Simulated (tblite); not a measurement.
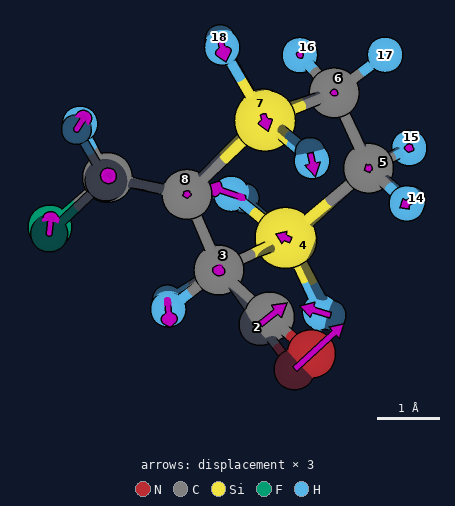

A relaxation of C$_{6}$H$_{10}$FNSi$_{2}$. The starting structure is drawn faded, the final one solid; purple arrows show the displacements, magnified 3 times. The two geometries are superimposed by the best rigid fit.

The picture is a ball-and-stick view, seen at a tilt.

Level of theory: tblite 0.8.0, GFN2-xTB geometry optimisation, gas phase. 

Question: What did the optimiser do to the structure, and how much energy did it gain?

Answer: The energy falls by 4.57 kcal/mol in 74 geometry steps. The atom that moves furthest after the best rigid fit is the N atom (0.37 Å). By element the largest moves are N 0.37 Å, F 0.30 Å, H 0.27 Å, C 0.20 Å, Si 0.11 Å. Some distances before and after: C–C 1.541 → 1.501 Å, C–C 1.467 → 1.429 Å, H–Si 1.499 → 1.464 Å, C–N 1.169 → 1.145 Å. Among the angles between lasting bonds that change: Si–C–C 114.4° → 109.1°, Si–C–H 104.8° → 109.9°, C–Si–H 110.0° → 106.6°. The run took 1.3 s on 1 thread of Arm Neoverse N1 (shared host).
